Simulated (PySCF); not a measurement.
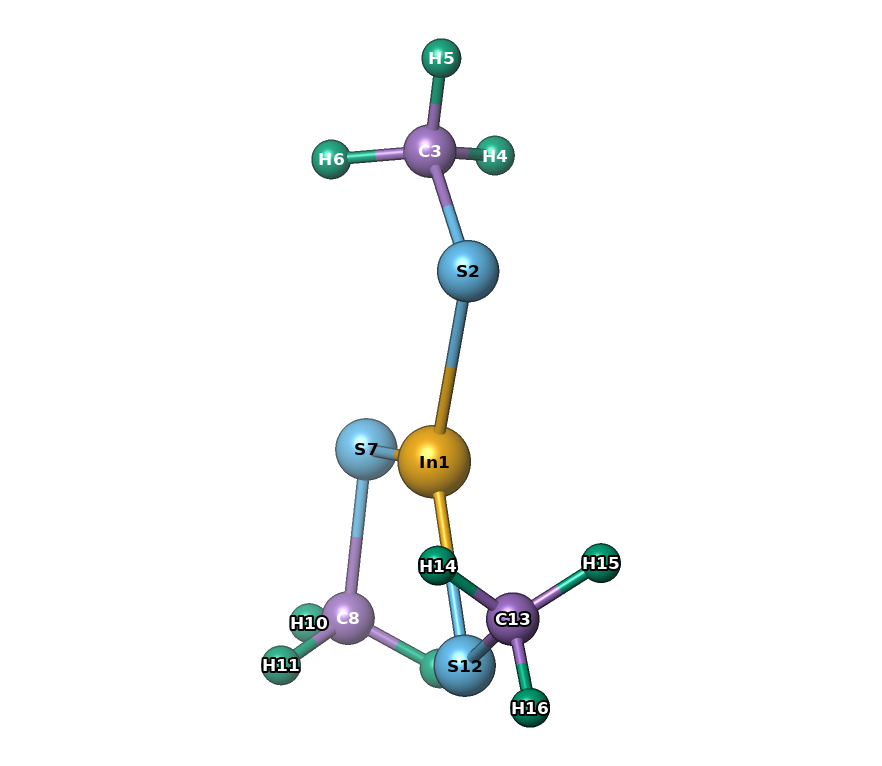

S7 lies behind In1. The molecule seen a little off the In1–S7 bond, In1 in front. Depth is shown by fading: the farther an atom, the more it takes the colour of the background. The geometry was computed by an optimisation with PBE0-D3(BJ)/def2-SVP. No frequency run is at hand to confirm it as a minimum.

> What is the torsion angle S2–In1–S7–C8? The sign is positive where the front bond must turn clockwise to cover the back bond.

−177°, antiperiplanar (anti).
